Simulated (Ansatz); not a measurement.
**Single-point calculation of Si2PH9**

Si2PH9, computed with RKS PBE0-D4/def2-TZVPP (Ansatz 0.2.0).

The geometry is the product side of a reaction. The reaction was set up to form Si1–P7 and H2–H6 and to break Si1–H2 and H6–P7 (atoms counted from 1 in the order of the input); sticks are drawn by distance alone. The geometry comes from this level: PBE0-D4/def2-TZVP.

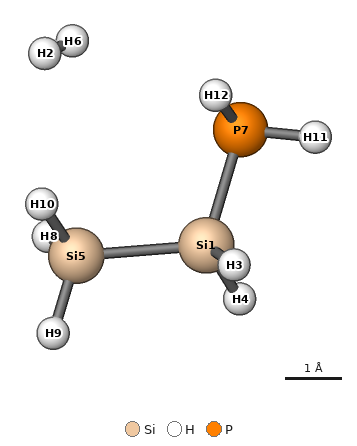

**Figure 1.** The input geometry (ball-and-stick view, seen at a tilt; atoms are numbered from 1 in the order of the input). Bond lengths as drawn: H–H 0.75 Å, H–P 1.42 Å, H–Si 1.49 Å, P–Si 2.26 Å and Si–Si 2.34 Å.

Input:
```yaml
crystal:
  periodic: [false, false, false]
  atoms:
    - {symbol: Si, position_ang: [-1.303300, 0.066963, -0.548305]}
    - {symbol: H, position_ang: [2.965440, 0.242270, 0.860609]}
    - {symbol: H, position_ang: [-1.503572, -0.486112, -1.916828]}
    - {symbol: H, position_ang: [-2.641575, 0.384792, 0.022041]}
    - {symbol: Si, position_ang: [-0.250154, -1.523319, 0.805054]}
    - {symbol: H, position_ang: [2.760231, 0.948078, 0.991438]}
    - {symbol: P, position_ang: [-0.106750, 1.983855, -0.534544]}
    - {symbol: H, position_ang: [-0.051544, -0.978593, 2.174589]}
    - {symbol: H, position_ang: [-1.079452, -2.755929, 0.891471]}
    - {symbol: H, position_ang: [1.077048, -1.883535, 0.237516]}
    - {symbol: H, position_ang: [-0.799290, 2.548817, -1.639313]}
    - {symbol: H, position_ang: [0.932818, 1.452713, -1.343729]}
basis:
  gaussian: {orbitals: def2-TZVPP}
hamiltonian: {xc: pbe0, dispersion: d4}
output: {orbitals: {seedname: orbitals}}
```

Hardware: 4 threads of Intel Xeon @ 2.50GHz, 15 GiB of memory available, shared host.

Launch command:
```bash
ansatz run in.yaml --threads 4 --pin off --events-out ev --progress --plain --max-ram 9574MiB
```

The program's output:
```
Functional definition: PBE0
  name "PBE0"
  cite "Adamo & Barone, J. Chem. Phys. 110, 6158 (1999) doi:10.1063/1.478522"
  cite "Perdew, Burke & Ernzerhof, Phys. Rev. Lett. 77, 3865 (1996) doi:10.1103/PhysRevLett.77.3865"
  parent pbe
  parameter a = 0.25
  parameter kappa = 0.804
  parameter beta = 0.06672455060314922
  exchange = (1 - a)*pbe_x(kappa = kappa, mu = beta*pi^2/3) + a*exact_x
  correlation = pbe_c(beta = beta)
1413 factors; their error is unknown
mean field evaluation 1: about -25179.4553 eV, gradient 1.5e1 eV
mean field evaluation 2: about -25180.0156 eV, gradient 8.7e0 eV
mean field evaluation 4: about -25180.2070 eV, gradient 6.1e-1 eV
mean field evaluation 8: about -25180.2396 eV, gradient 2.4e-1 eV
mean field evaluation 16: about -25180.2397 eV, gradient 1.6e-5 eV
mean field -25180.23967352 eV, -925.3567402224 hartree, gradient 1.6e-5 eV, S^2 0.000000; 0 other end points of the search recorded, 0 dependent functions left out
reference -25180.23971297 eV, -925.3567416723 hartree; 26, 26 occupied and 226, 226 virtual orbitals, 1413 factors
Total energy: -25180.46364750 eV, -925.3649711143 hartree
```

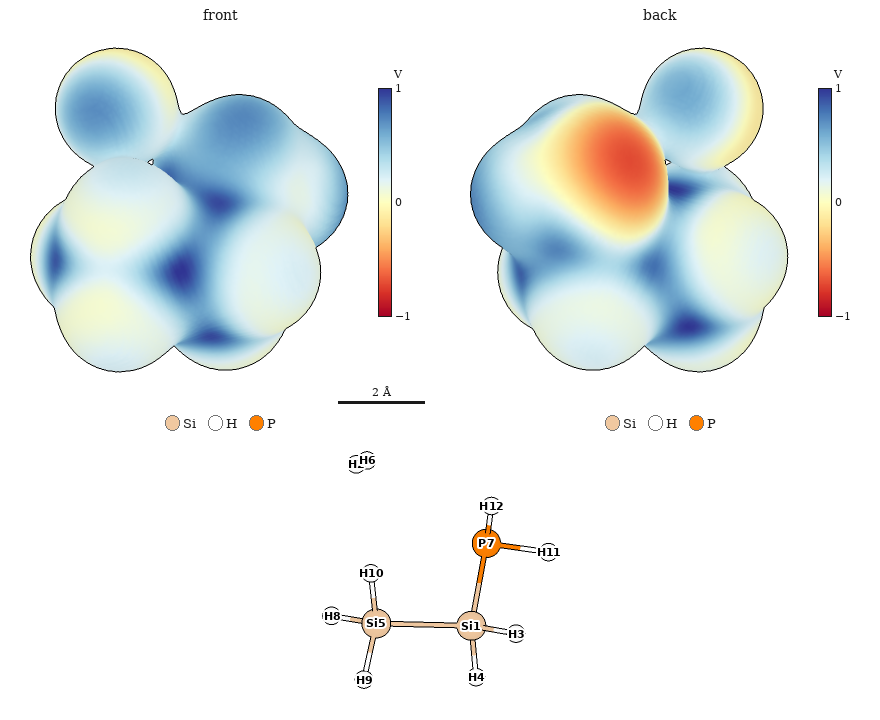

**Figure 2.** The electrostatic potential painted on the density surface at 0.002 e/bohr³, seen at a tilt and from behind; red is negative and blue positive. The bare structure is drawn below in the same view.

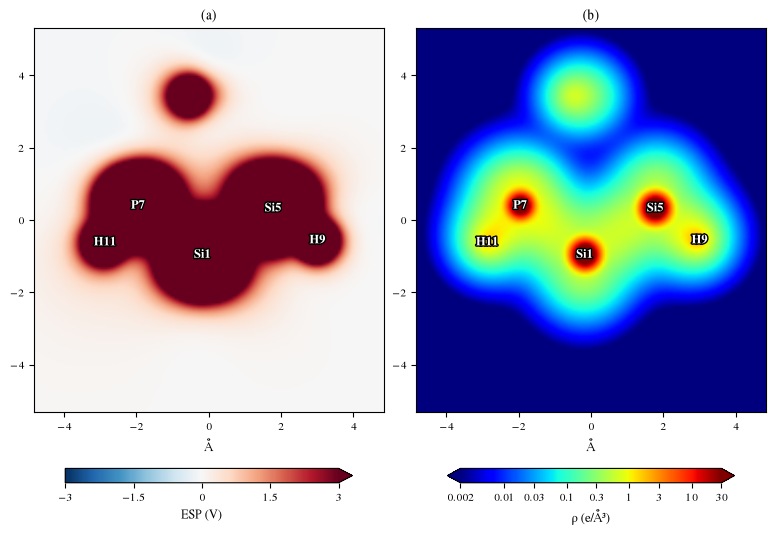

**Figure 3.** (a) electrostatic potential; (b) electron density on the plane of atoms Si1, Si5 and H9. The section cuts through Si, P and H sites. Si–P (2.26 Å): ρ at the midpoint is about 0.71 e/Å³. Si–Si (2.34 Å): ρ at the midpoint is about 0.64 e/Å³. P–H (1.42 Å): ρ is about 1.1 e/Å³ halfway. Si–H (1.49 Å): ρ at the midpoint is about 0.8 e/Å³. The potential has no marked negative region in this plane.

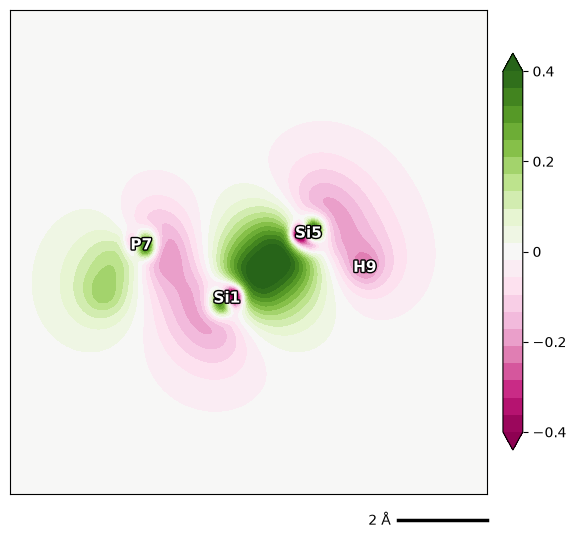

**Figure 4.** One frontier orbital on the plane of atoms Si5, Si1 and P7 (values in Å⁻³ᐟ²; the overall sign is arbitrary). The HOMO−1, at −8.25 eV. By Hirshfeld shares it lies mainly on Si5 (35 %), Si1 (35 %) and P7 (10 %).

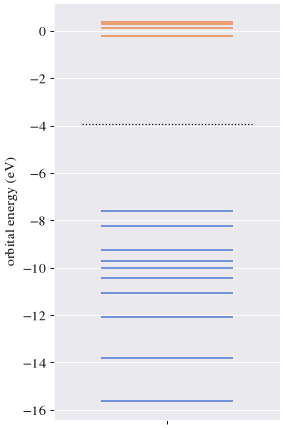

**Figure 5.** Orbital energies near the frontier; the dotted line parts filled from empty levels, and levels within 0.02 eV of each other stand side by side. Highest filled −7.63 eV, lowest empty −0.22 eV, 7.41 eV apart.

Key numbers:

| quantity | value |
| --- | --- |
| outcome | converged |
| total energy | −25180.4636 eV |
| mean-field energy | −25180.2397 eV |
| dispersion energy | −0.2239 eV |
| SCF solution under orbital rotations | stable |
| HOMO | −7.63 eV |
| LUMO | −0.22 eV |
| wall time | 2.7 s (CPU time 9.5 s) |
| peak memory | 0.63 GiB |
